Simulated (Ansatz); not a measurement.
CsTl₂H₃

```cif
data_structure
_symmetry_space_group_name_H-M 'P 1'
_symmetry_Int_Tables_number 1
_cell_length_a 13.7866
_cell_length_b 4.0737
_cell_length_c 11.2063
_cell_angle_alpha 90.001
_cell_angle_beta 120.228
_cell_angle_gamma 89.999
_cell_volume 543.79
loop_
_atom_site_label
_atom_site_type_symbol
_atom_site_fract_x
_atom_site_fract_y
_atom_site_fract_z
_atom_site_occupancy
Cs1 Cs 0.25002 0.75131 0.00000 1
Cs2 Cs 0.75002 0.25131 0.00000 1
Tl1 Tl 0.92207 0.67225 0.33612 1
Tl2 Tl 0.42207 0.17225 0.33612 1
Tl3 Tl 0.07796 0.67227 0.16387 1
Tl4 Tl 0.57796 0.17227 0.16387 1
H1 H 0.50002 0.85709 0.25000 1
H2 H 0.00002 0.35709 0.25000 1
H3 H 0.57665 0.79825 0.01493 1
H4 H 0.07665 0.29825 0.01493 1
H5 H 0.42338 0.79823 0.48505 1
H6 H 0.92338 0.29823 0.48505 1
Cs3 Cs 0.75002 0.75134 0.50000 1
Cs4 Cs 0.25002 0.25134 0.50000 1
Tl5 Tl 0.42207 0.83038 0.83612 1
Tl6 Tl 0.92207 0.33038 0.83612 1
Tl7 Tl 0.57796 0.83039 0.66387 1
Tl8 Tl 0.07796 0.33039 0.66387 1
H7 H 0.00001 0.64556 0.74999 1
H8 H 0.50001 0.14556 0.74999 1
H9 H 0.07665 0.70441 0.51494 1
H10 H 0.57665 0.20441 0.51494 1
H11 H 0.92337 0.70440 0.98505 1
H12 H 0.42337 0.20440 0.98505 1
```

Space group C2/c; a structure from a database of computed crystals, not necessarily the ambient phase; started from the NaPr2Se3-71 prototype, which need not be the ambient phase; changed on purpose from its base cell (shaken).

The calculation used Ansatz, DFT, PBEsol, plane waves, PAW.

Q: Predict the valence pseudo-density and electron localisation function between the atoms.

A: Tl–H (2.19 Å): ρ is about 0.5 e/Å³ halfway; the ELF climbs to about 1 towards the hydrogen.

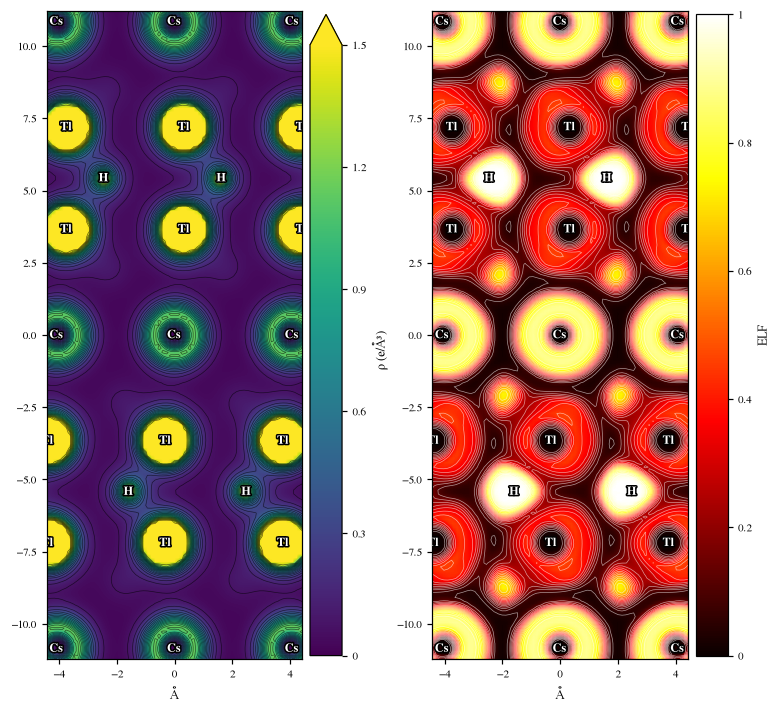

Computed valence pseudo-density and electron localisation function on the (101) plane of the conventional cell, in this order. 

The density is the valence pseudo-density of a PAW calculation; it isn't the true density close to the nuclei.
